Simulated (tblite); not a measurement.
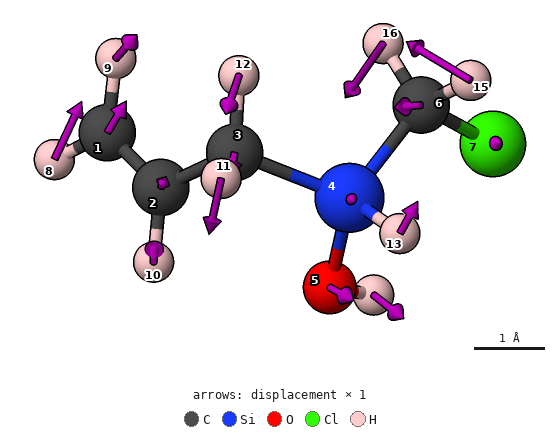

A relaxation of C4H9ClOSi. The starting structure is drawn; purple arrows show the displacements, at their true length. The two geometries are superimposed by the best rigid fit.

The picture is a ball-and-stick view, seen at a tilt.

All numbers below come from GFN2-xTB geometry optimisation, gas phase (tblite 0.8.0). 

Atoms of which element are displaced furthest, and by how much?

Hydrogen: up to 1.31 Å, against 0.61 Å for oxygen.

What did the optimiser do to the structure, and how much energy did it gain?

The largest move after the best rigid fit is that of an H atom, 1.31 Å. By element the largest moves are H 1.31 Å, O 0.61 Å, C 0.57 Å, Cl 0.26 Å, Si 0.18 Å. Among the contacts that change: C–Si 1.838 → 1.915 Å, O–Si 1.681 → 1.621 Å, C–H 1.128 → 1.086 Å, C–Si 1.876 → 1.906 Å. Among the angles between lasting bonds that change: O–Si–C 115.2° → 109.5°, Si–O–H 116.1° → 121.1°, Si–C–H 108.6° → 113.6°. Groups turn about C–Si by about 50°, C–Si by about 30°, O–Si by about 20°. The energy falls by 35.5 kJ/mol in 153 geometry steps.
